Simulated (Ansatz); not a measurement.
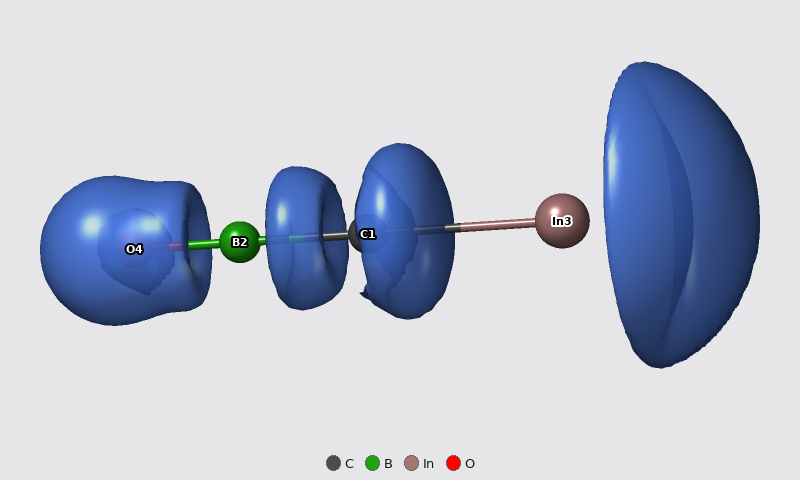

Figure 1: CBInO (triplet). Isosurface of the ELF at 0.75 (blue), seen from one side. Core shells and regions of very low density are left out.

Geometry: r2SCAN-D4/def2-SVP; core potentials replace the inner electrons of In.

Computed with isolated molecule in a Gaussian basis; Kohn-Sham density functional theory, functional PBE0 (Ansatz).

Describe the localisation domains.

Answer. The surface consists of one region between bonded B–C atoms (shared pairs), one lobe of the valence shell of C pointing towards In (polar bonds), one region on O in which the atom's valence shell and bonds are merged and one lobe on In, pointing away from the bonds (non-bonding electrons). Along the contacts the grid gives the following. B–O (1.22 Å): the ELF peaks at about 0.85 between the atoms; a polar covalent bond. C–B (1.49 Å): the ELF peaks at about 0.95 between the atoms, as expected for localised, covalent bonding.
